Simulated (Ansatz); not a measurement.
The starting structures come from a database of crystals and need not be the phases stable at ambient conditions.

 Where the default PAW files enter, the runs use the earlier of Ansatz's two default sets.

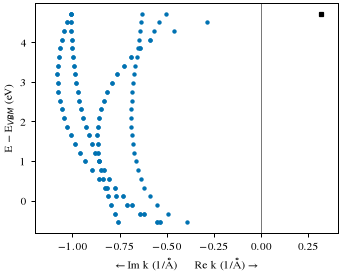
Figure: Complex bands at the centre of the two-dimensional zone; r2SCAN run with Ansatz (a quantum-chemistry and plane-wave program)

No gap correction and no spin-orbit coupling; mid-gap values are interpolated between computed energies.

**Question.** This is CaZn(CO$_{3}$)$_{2}$ (R-3, not sure to be the ambient phase, 10 atoms a cell, 11.2 Å³ an atom, -6 GPa at this level) along the normal of (001). Read off the slowest decay at the centre of the two-dimensional zone at 2.31 eV, the computed energy nearest the middle of the gap.

**Answer.** κ ≈ 0.69 1/Å, a decay length 1/(2κ) of the density of 0.73 Å.
